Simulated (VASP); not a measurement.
Band structure of ZrAs (relaxed from the zinc blende structure, space group F-43m). Method: r2SCAN meta-GGA, VASP's PBE PAW potentials (set 64) (plane waves; VASP).

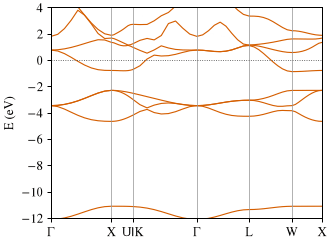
Figure: Bands along high-symmetry lines, zero at the valence-band maximum or, without a gap, the Fermi level

Read the plot: is there a gap, and where are the band edges?

It has no gap at this level: it comes out as a metal or semimetal.

The structure was generated: ZrAs was put into the zinc blende type (F-43m), which need not be its known phase. It was relaxed first, which changed the volume by -30 %. The electron count is odd and the run is not spin-polarised, which forces a metal.
